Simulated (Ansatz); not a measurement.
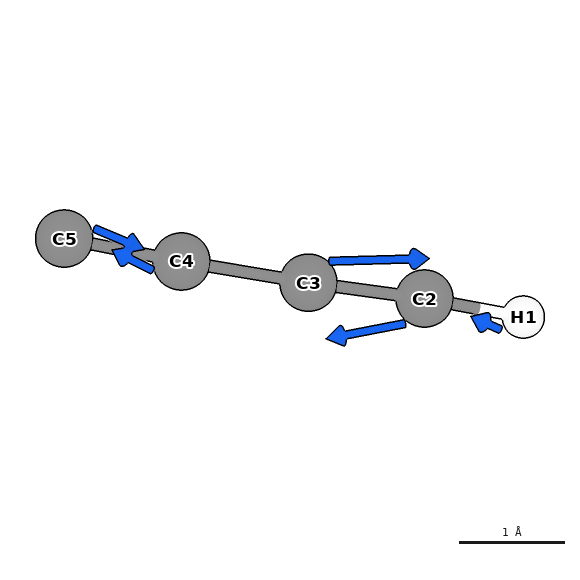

Arrows show the forces on the atoms, 3 Å of arrow for 1 eV/Å; forces under a tenth of the largest aren't drawn. Charge 0, doublet. Level of theory: UHF/def2-SVP (Ansatz).

**On which atom is the force largest, and how large is it?**

On C3: 0.37 eV/Å.

**Along which bond is the force strongest?**

C2–C3, now 1.238 Å: the forces pull its atoms together, so a first step downhill shortens it.

List the force components in the frame of the picture (x right, y up, z towards the viewer), in eV/Å.

| atom | Fx | Fy | Fz |
| --- | --- | --- | --- |
| H1 | −0.10 | 0.04 | 0.07 |
| C2 | −0.25 | −0.05 | 0.11 |
| C3 | 0.32 | 0.01 | −0.20 |
| C4 | −0.13 | 0.07 | 0.09 |
| C5 | 0.16 | −0.07 | −0.07 |
